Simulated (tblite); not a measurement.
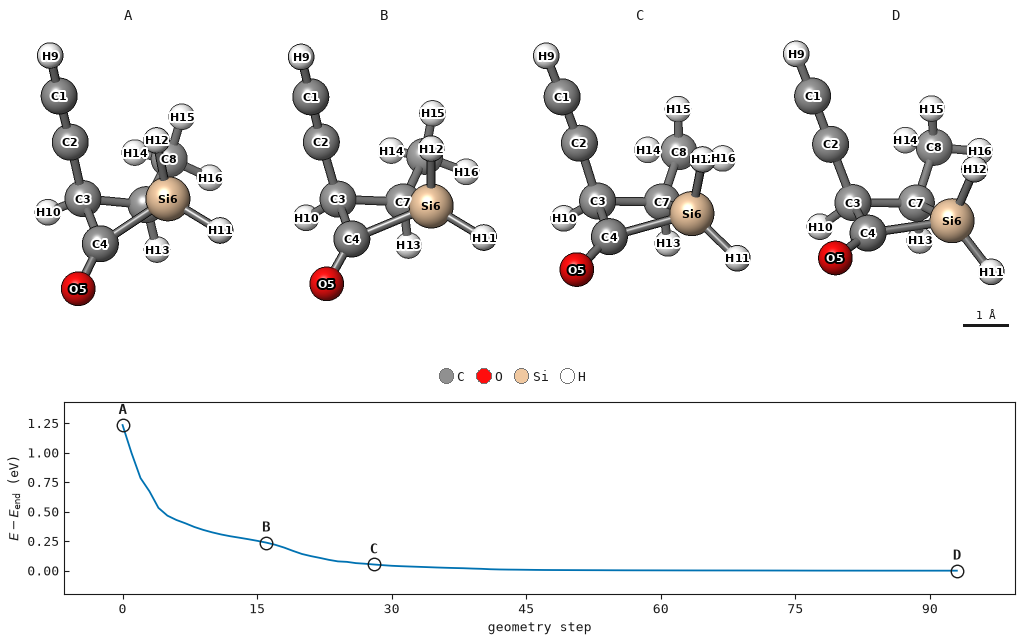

Frames of a relaxation of C$_{6}$H$_{8}$OSi, marked on the history of the run. A ball-and-stick model, seen from a free direction.

Level of theory: GFN2-xTB geometry optimisation, gas phase in tblite. 

Describe the path.

The atom that moves furthest after the best rigid fit is H12 (1.30 Å). By element the largest moves are H 1.30 Å, O 1.02 Å, C 0.65 Å, Si 0.62 Å. Some distances before and after: C2–Si6 2.623 → 3.341 Å, C4–Si6 1.850 → 1.933 Å, C3–C7 1.513 → 1.557 Å, C8–H16 1.130 → 1.088 Å. Among the angles between lasting bonds that change: C4–C3–C7 85.2° → 97.5°, C4–Si6–C7 67.2° → 74.1°, C3–C4–O5 135.3° → 128.5°. Groups turn about C3–C7 by about 30°, C3–C4 by about 30°, Si6–C7 by about 25°. After 93 geometry steps the energy has fallen by 1.234 eV. From step 0 to 16: H12 moves most (0.48 Å), energy −0.996 eV. From step 16 to 28: O5 moves most (0.53 Å), energy −0.186 eV. From step 28 to 93: H atoms move most (0.42 Å), energy −0.052 eV.
